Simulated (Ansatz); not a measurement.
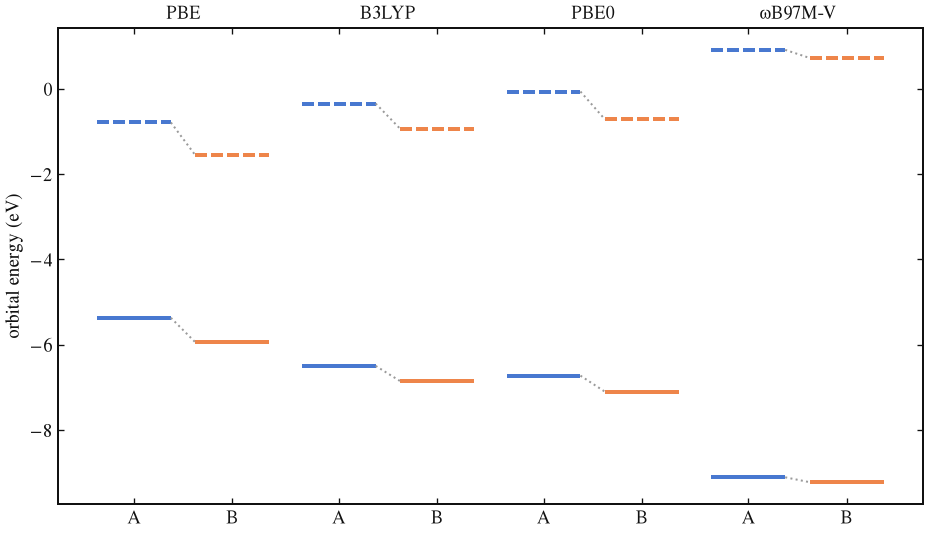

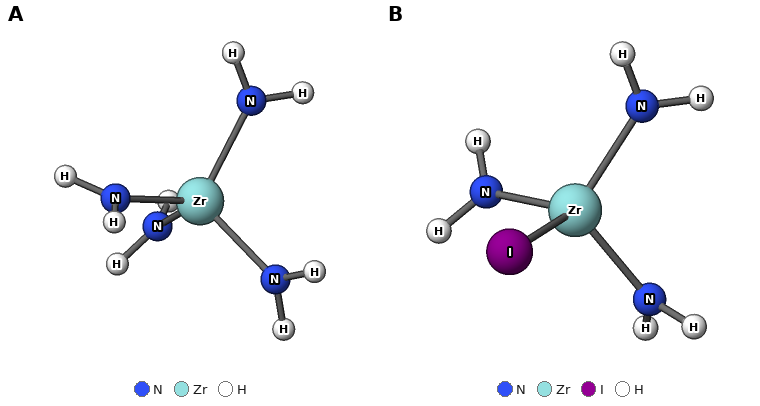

One change: A, ZrN₄H₈ (SMILES [NH2][Zr]([NH2])([NH2])[NH2]), becomes B, ZrN₃H₆I (SMILES [NH2][Zr]([NH2])([NH2])[I]). NH₂ on Zr is replaced by I. HOMO (solid) and LUMO (dashed) computed in def2-TZVPP at PBE0-D4/def2-TZVP geometries, both minima by their frequencies, gas phase, the Ansatz code 0.2.0. Empty levels above zero depend strongly on the basis.

Question: What does the change do to HOMO and LUMO?

Answer: PBE: the HOMO falls by 0.58 eV, the LUMO falls by 0.77 eV, and the separation goes from 4.58 to 4.39 eV. B3LYP: the HOMO falls by 0.36 eV, the LUMO falls by 0.59 eV, and the separation goes from 6.15 to 5.91 eV. PBE0: the HOMO falls by 0.38 eV, the LUMO falls by 0.65 eV, and the separation goes from 6.66 to 6.38 eV. ωB97M-V: the HOMO falls by 0.12 eV, the LUMO falls by 0.19 eV, and the separation goes from 10.02 to 9.94 eV.

Question: Do the functionals agree on the effect?

Answer: They agree on the direction for both levels; the HOMO shift lies between −0.58 and −0.12 eV and the LUMO shift between −0.77 and −0.19 eV, while the separations themselves differ by up to 5.6 eV between functionals.

Caveats: core potentials past krypton; spin-orbit coupling is left out, and with I it can shift these values.
